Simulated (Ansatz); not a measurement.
**GeN2H4F2 (SMILES [NH2][Ge]([NH2])([F])[F]): levels of theory compared**

Aim: a comparison of 6 runs (HF/STO-3G, HF/3-21G, B3LYP/6-31G*, BLYP/6-31G*, r2SCAN/6-31G*, wB97X/6-31G*) of GeN2H4F2. 

The results are computed with Ansatz 0.2.0.

47 further runs of the same task are left out: 47 set aside as unsound or not needed. Runs told in other sessions of the task aren't counted.

## 1. The molecule

The species is GeN2H4F2 (9 atoms), meant as a singlet with charge 0. As SMILES, `[NH2][Ge]([NH2])([F])[F]`. The N1–H6 distance was set to 1.514 Å, away from the relaxed value. At this shape a bond of the SMILES string is far longer than usual.

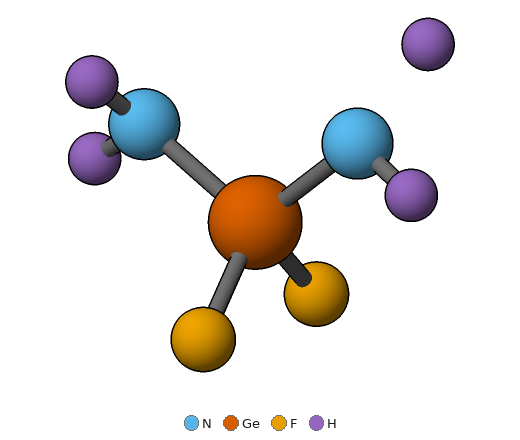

Viewed from a chosen angle; nitrogen blue, germanium orange, fluorine amber, hydrogen purple.

## 2. The energy at HF/STO-3G (run 1)

Contents of job.yaml:

```yaml
basis:
  gaussian: {orbitals: STO-3G}
crystal:
  periodic: [false, false, false]
  atoms:
    - symbol: N
      position_ang: [0.108768, 1.367846, -0.596756]
    - symbol: Ge
      position_ang: [0.597068, -0.357054, -0.534956]
    - symbol: N
      position_ang: [0.554768, -0.992354, 1.141944]
    - symbol: F
      position_ang: [-0.364132, -1.459254, -1.454856]
    - symbol: F
      position_ang: [2.124768, -0.418154, -1.339556]
    - symbol: H
      position_ang: [-1.289100, 1.676100, -0.105200]
    - symbol: H
      position_ang: [0.292868, 1.839846, -1.469456]
    - symbol: H
      position_ang: [0.629468, -1.994954, 1.228144]
    - symbol: H
      position_ang: [1.161668, -0.530654, 1.802744]
total_charge: 0
hamiltonian: {xc: hf}
accuracy: high
output: {orbitals: {seedname: orbitals}}
```

Run with:

```sh
$ ansatz run job.yaml --threads 1 --pin off --max-ram 2610MiB --events-out events.jsonl --progress --plain --runs-dir runs
```

Log:

```text
Warning: RAYON_NUM_THREADS=1 ignored (pool sized by the plan → 1); use --threads N
Functional definition: HF
  name "HF"
  exchange = exact_x
  correlation = 0
826 factors; integrals over basis functions are off by at most 3.9e-9 eV
mean field evaluation 1: about -64149.6172 eV, gradient 2.5e1 eV
mean field evaluation 2: about -64149.7435 eV, gradient 2.5e1 eV
mean field evaluation 4: about -64152.8708 eV, gradient 2.0e0 eV
mean field evaluation 8: about -64152.8976 eV, gradient 9.4e-4 eV
mean field -64152.89759825 eV, -2357.5755023400 hartree, gradient 3.4e-8 eV, S^2 0.000000; 0 other end points of the search recorded, 0 dependent functions left out
reference -64152.89759825 eV, -2357.5755023400 hartree; 34, 34 occupied and 8, 8 virtual orbitals, 826 factors
Total energy: -64152.89759825 eV, -2357.5755023400 hartree
```

Wall time 0.81 s (1 thread of Arm Neoverse V1, shared host); peak memory 0.099 GiB.

## 3. The energy at HF/3-21G (run 2)

Contents of in.yaml:

```yaml
crystal:
  periodic: [false, false, false]
  atoms:
    - {symbol: "N", position_ang: [0.108768, 1.367846, -0.596756]}
    - {symbol: Ge, position_ang: [0.597068, -0.357054, -0.534956]}
    - {symbol: N, position_ang: [0.554768, -0.992354, 1.141944]}
    - {symbol: F, position_ang: [-0.364132, -1.459254, -1.454856]}
    - {symbol: F, position_ang: [2.124768, -0.418154, -1.339556]}
    - {symbol: H, position_ang: [-1.289100, 1.676100, -0.105200]}
    - {symbol: H, position_ang: [0.292868, 1.839846, -1.469456]}
    - {symbol: H, position_ang: [0.629468, -1.994954, 1.228144]}
    - {symbol: H, position_ang: [1.161668, -0.530654, 1.802744]}
basis:
  gaussian:
    orbitals: 3-21G-spherical.json
accuracy: high
output: {orbitals: {seedname: orbitals}}
hamiltonian:
  xc: hf
magnetization:
  spin_polarized: false
  initial_magnetization: 0
```

The basis set 3-21G is read from a file made from the Basis Set Exchange's data (not shown).

Run with:

```sh
$ ansatz run in.yaml --threads 1 --pin off --max-ram 2610MiB --events-out events.jsonl --progress --plain --runs-dir runs
```

Log:

```text
Warning: RAYON_NUM_THREADS=1 ignored (pool sized by the plan → 1); use --threads N
[... 4 set-up lines as earlier in the session ...]
1403 factors; integrals over basis functions are off by at most 1.2e-8 eV
mean field evaluation 1: about -64591.6472 eV, gradient 4.4e1 eV
mean field evaluation 2: about -64591.9181 eV, gradient 4.5e1 eV
mean field evaluation 4: about -64595.7322 eV, gradient 2.4e0 eV
mean field evaluation 8: about -64595.7824 eV, gradient 3.9e-1 eV
mean field evaluation 16: about -64595.7834 eV, gradient 7.2e-9 eV
mean field -64595.78343270 eV, -2373.8512565569 hartree, gradient 2.5e-8 eV, S^2 0.000000; 0 other end points of the search recorded, 0 dependent functions left out
reference -64595.78343270 eV, -2373.8512565569 hartree; 34, 34 occupied and 32, 32 virtual orbitals, 1403 factors
Total energy: -64595.78343270 eV, -2373.8512565569 hartree
```

It took 1.4 s on 1 thread of Arm Neoverse V1, shared host; peak memory 0.17 GiB.

Runs 3 to 5 aren't shown in full; the table further down has their settings and results.

## 4. The energy at wB97X/6-31G(d) (spherical functions) (run 6)

Contents of in.yaml:

```yaml
crystal:
  periodic: [false, false, false]
  atoms:
    - {symbol: N, position_ang: [0.108768, 1.367846, -0.596756]}
    - {symbol: Ge, position_ang: [0.597068, -0.357054, -0.534956]}
    - {symbol: "N", position_ang: [0.554768, -0.992354, 1.141944]}
    - {symbol: F, position_ang: [-0.364132, -1.459254, -1.454856]}
    - {symbol: F, position_ang: [2.124768, -0.418154, -1.339556]}
    - {symbol: H, position_ang: [-1.289100, 1.676100, -0.105200]}
    - {symbol: H, position_ang: [0.292868, 1.839846, -1.469456]}
    - {symbol: H, position_ang: [0.629468, -1.994954, 1.228144]}
    - {symbol: H, position_ang: [1.161668, -0.530654, 1.802744]}
basis:
  gaussian: {orbitals: 6-31G_st_-spherical.json}
total_charge: 0
hamiltonian: {xc: {name: wB97X}}
accuracy: high
output: {orbitals: {seedname: orbitals}}
```

The basis set 6-31G* is read from a file made from the Basis Set Exchange's data (not shown).

Run with:

```sh
$ ansatz run in.yaml --threads 1 --pin off --max-ram 2610MiB --events-out events.jsonl --progress --plain --runs-dir runs
```

Log, shortened:

```text
Warning: RAYON_NUM_THREADS=1 ignored (pool sized by the plan → 1); use --threads N
Functional definition: wB97X
  name "wB97X"
[...]
      + exact_x_lr(omega)
[...]
      + integral(e_c_pw_opposite_spin*poly(b97_u_opposite, 1, cos1, cos2, cos3, cos4))
2160 factors; integrals over basis functions are off by at most 4.3e-9 eV
373 factors; integrals over basis functions are off by at most 1.3e-9 eV
[...]
mean field -64988.86339854 eV, -2388.2966788627 hartree, gradient 5.0e-8 eV, S^2 0.000000; 0 other end points of the search recorded, 0 dependent functions left out
reference -64988.86339491 eV, -2388.2966787290 hartree; 34, 34 occupied and 62, 62 virtual orbitals, 2160 factors
Total energy: -64988.86339491 eV, -2388.2966787290 hartree
```

Wall time 41 s (1 thread of Arm Neoverse V1, shared host); peak memory 0.64 GiB.

## 5. The series

| run | level | energy (Eh) | HOMO energy (eV) | LUMO energy (eV) | HOMO–LUMO gap (eV) | wall time |
| --- | --- | --- | --- | --- | --- | --- |
| 1 | HF/STO-3G | -2357.575502 | -8.51 | 7.81 | 16.32 | 0.81 s |
| 2 | HF/3-21G | -2373.851257 | -11.49 | 2.84 | 14.34 | 1.4 s |
| 3 | B3LYP/6-31G* (spherical functions) | -2388.364013 | -7.54 | -1.86 | 5.68 | 13 s |
| 4 | BLYP/6-31G* (spherical functions) | -2388.321136 | -6.08 | -2.52 | 3.56 | 10 s |
| 5 | r2SCAN/6-31G* (spherical functions) | -2388.165724 | -6.64 | -2.41 | 4.23 | 20 s |
| 6 | wB97X/6-31G* (spherical functions) | -2388.296679 | -10.33 | 0.75 | 11.08 | 41 s |

## 6. Outcome

| quantity | value |
| --- | --- |
| run 6: total energy | -2388.29668 Eh |
| run 6: HOMO energy | -10.33 eV |
| run 6: LUMO energy | 0.75 eV |
| run 6: HOMO–LUMO gap | 11.08 eV |

What this shows: The HOMO–LUMO gap runs from 3.56 eV (BLYP/6-31G*) to 16.32 eV (HF/STO-3G). The two ends differ in method and basis. Totals of different functionals can't be ranked against each other. In run 1 the basis is minimal, so the values are rough. In all runs a closed-shell determinant meets a far-stretched bond; if it breaks into open shells, such a determinant describes it badly, and no broken-symmetry solution was shown. All runs together took 87 s, the longest 41 s.
